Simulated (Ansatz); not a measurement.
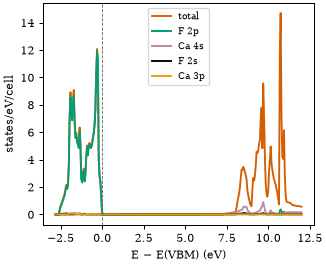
Fig. 1. Total and projected density of states of CaF2 (fluorite, Fm-3m), PBE in the plane-wave PAW code Ansatz

Question: Which orbitals carry the states next to the gap?

Answer: Top 1 eV of the valence band: F 2p 98 %. Bottom 1 eV of the conduction band: Ca 4s 51 %, F 2s 11 %, outside the projected shells 34 %. Projections are on Löwdin-orthogonalised atomic valence shells; empty p or d shells of many metals are not among them.

Question: Where is the tallest occupied peak in this window, and what makes it?

Answer: Near -0.3 eV, about 12 states/eV per cell; the largest projected share is F 2p.

The cell was relaxed with PBE under the symmetry of its start.

Potentials: the later of the program's two PAW sets.
